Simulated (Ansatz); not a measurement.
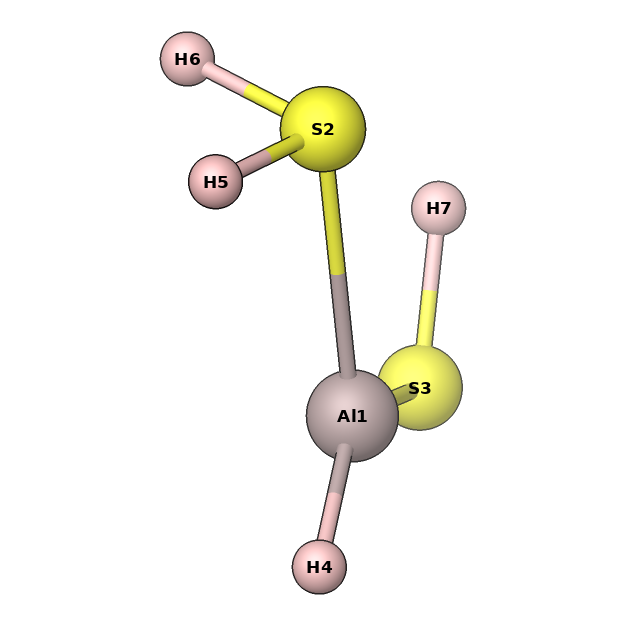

S3 lies behind Al1. The molecule seen a little off the Al1–S3 bond, Al1 in front. Depth is shown by fading: the farther an atom, the more it takes the colour of the background. State: charge +1, singlet. The geometry was computed by an optimisation with PBE-D4/def2-SVP. No frequency run is at hand to confirm it as a minimum.

What is the torsion angle S2–Al1–S3–H7? The sign is positive where the front bond must turn clockwise to cover the back bond.

5°, synperiplanar (eclipsed).
